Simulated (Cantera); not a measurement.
A closed system holds: 1 mol Ta(OEt)5, 1.1 mol H2O, at 977 °C.

Equilibrium computed with Cantera from the NASA thermochemical tables; the gas is ideal and each condensed phase is pure. Candidate condensed phases: C, C6H6, C7H8, C8H18, H2O, Ta, TaC, Ta2O5; 113 gas species. The feed counts by its element totals alone. TaC: taken at fixed stoichiometry. Condensed phases not in the tables: Ta2C. The numbers say what is thermodynamically allowed, not how fast it happens.

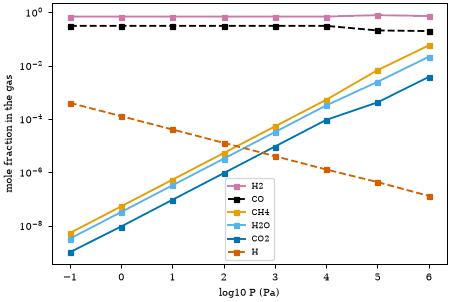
*Equilibrium gas composition (values under 1e-9 drawn at 1e-9)*

Q: Read off the mole fractions at 10.0 Pa.

A: H2 about 0.69, CO about 0.31, H about 4.0e-5, CH4 about 5.2e-7, H2O about 3.2e-7, CO2 about 9.2e-8.
